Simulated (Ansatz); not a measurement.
Fields on a plane of CsPbCl3 (cubic perovskite)

```
CsPbCl3
1.0
    5.61855     0.00000     0.00000
    0.00000     5.61855     0.00000
    0.00000     0.00000     5.61855
Cs Pb Cl
1 1 3
Direct
  0.00000   0.00000   0.00000
  0.50000   0.50000   0.50000
  0.00000   0.50000   0.50000
  0.50000   0.50000   0.00000
  0.50000   0.00000   0.50000
```

The slice is a {100} plane (indices of the conventional cell) through the point (0.500, 0.500, 0.500) (fractional), spanned by u = [100] and v = [010] in vectors of this cell: u (5.62 Å) and v (5.62 Å, at 90° to u). It covers one period; positions are fractions (u, v).

Atoms on it: Pb at (0.00, 0.00); Cl at (0.50, 0.00); Cl at (0.00, 0.50).

The numbers are results of PBEsol (plane waves to 420 eV, PAW, scalar-relativistic; Ansatz, a program for electronic structure), not measurements. k mesh 6×6×6. These are valence fields of a PAW run, semicore shells included where kept as valence: close to a nucleus they are smooth pseudo fields. CsPbCl3 was relaxed with its symmetry unable to fall. Spin-orbit coupling is left out, though Pb is heavy. This is a high-temperature form of CsPbCl3.

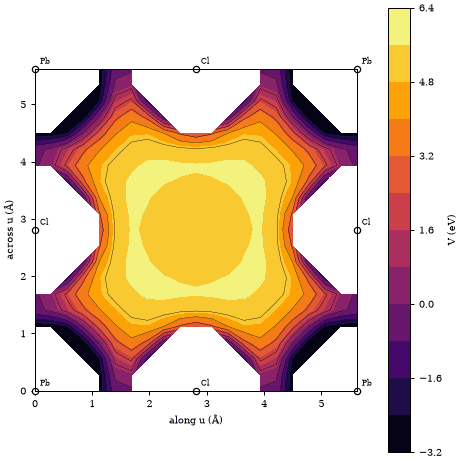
*Electrostatic potential energy of an electron, from the cell's mean, in eV, one period of the plane, atoms marked. Points within 1 Å of a nucleus are left white, as the pseudised field means little there. Values under -3 eV are set to -3. The zero, the cell's mean, hangs on the PAW cores.*

```
|xxxx--==--::**@@@@xxxxxx@@@@**::--==--xx|
|::--====::..++@@@@@@@@@@@@@@++..::====--|
|======--::..--##@@@@@@@@@@##--..::--====|
|----::::..  ..++%%@@@@@@%%++..  ..::::--|
|::::....      ::++######++::      ....::|
|****++--..      ..--==--..      ..--++**|
|@@@@@@##++::                  ::++##@@@@|
|@@@@@@@@%%++..              ..++%%@@@@@@|
|xxxx@@@@@@##--              --##@@@@@@xx|
|xxxx@@@@@@##==              ==##@@@@@@xx|
|xxxx@@@@@@##--              --##@@@@@@xx|
|@@@@@@@@%%++..              ..++%%@@@@@@|
|@@@@@@##++::                  ::++##@@@@|
|****++--..      ..--==--..      ..--++**|
|::::....      ::++######++::      ....::|
|----::::..  ..++%%@@@@@@%%++..  ..::::--|
|======--::..--##@@@@@@@@@@##--..::--====|
|::--====::..++@@@@@@@@@@@@@@++..::====--|
|xxxx--==--::**@@@@xxxxxx@@@@**::--==--xx|
|xxxx::==--::**@@@@xxxxxx@@@@**::--==::xx|
```
Scale: ten equal steps from 0.00 (start of ' ') to 0.88 (end of '@'), in the order ' .:-=+*#%@'. Values: electron localisation function (ELF). The map has 20 points along u (two characters each, u = 0 at the left) and 20 along v (v = 0 in the bottom row). Points within 0.5 Å of a nucleus are blanked (x), as the pseudised field means little there.
